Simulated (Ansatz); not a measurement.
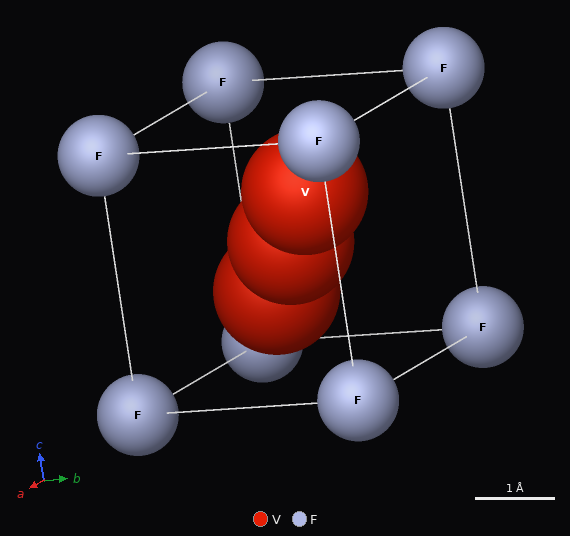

View slightly off an axis, drawn as a spheres-only model. The wireframe shows the simulation cell.

The input:
```yaml
crystal:
  lattice:
    - [2.2934314086, 1.3241132411, 2.8885072196]
    - [-2.2934314086, 1.3241132411, 2.8885072196]
    - [0.0, -2.6482264822, 2.8885072195]
  atoms:
    - { symbol: V, position: [0.2513583422, 0.2513583422, 0.2513583422] }
    - { symbol: V, position: [0.7486416578, 0.7486416578, 0.7486416578] }
    - { symbol: V, position: [0.5, 0.5, 0.5] }
    - { symbol: F, position: [0.0, 0.0, 0.0] }
basis:
  ecutwfc: 420
kpoints:
  mp_grid: { grid: [12, 12, 12] }
  band_path:
    path:
      - [[0.0, 0.0, 0.0], [0.5, 0.5, 0.5], [0.69324174, 0.30675826, 0.5]]
      - [[0.5, -0.30675826, 0.30675826], [0.5, 0.0, 0.0], [0.0, 0.0, 0.0], [0.40337913, -0.40337913, 0.0]]
      - [[0.59662087, 0.0, 0.40337913], [0.5, 0.0, 0.5], [0.0, 0.0, 0.0]]
    npoints: 14
hamiltonian:
  xc: pbe
scf:
  occupations: { method: gaussian, width: 0.1 }
  n_extra_bands: 10
output:
  forces: true
  stress: true
  eigenvalues: true
  populations: true
  dos: { projected: true, de: 0.02, nscf_kmesh: { grid: [15, 15, 15] } }
  bader: true
  write_density: true
  write_potential: true
  elf: true
  volumetric_format: npy
```
Run as:
```sh
ansatz run input.yaml --threads 1 --pin off --max-ram 2560MiB --backend cpu --events-out ev --progress --plain --runs-dir out
```

Results below were computed with DFT PBE, scalar-relativistic, plane waves, PAW in Ansatz 0.2.0; the settings were a basis cut at 420 eV, a 12×12×12 mesh of k-points, Gaussian smearing of 0.1 eV, no spin polarisation.

> How charged are the atoms, by the Bader scheme?

V -0.27 to +0.54 e; F -0.82 e.

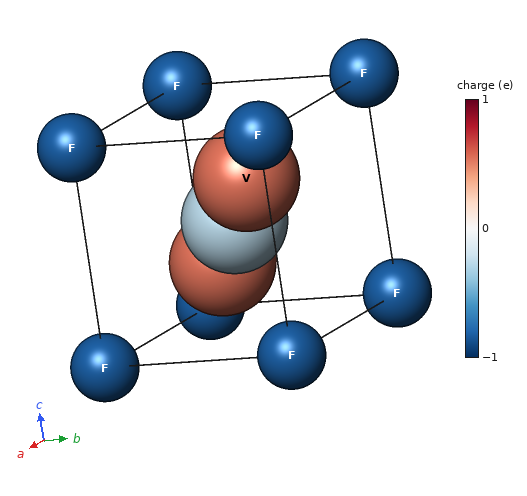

The atoms coloured by those charges.

The structure comes from a random cell made by a generator, so it need not be a real form of the compound. Earlier steps of the study may have refined or changed the cell and positions. It was run through Ansatz as a DFT input.
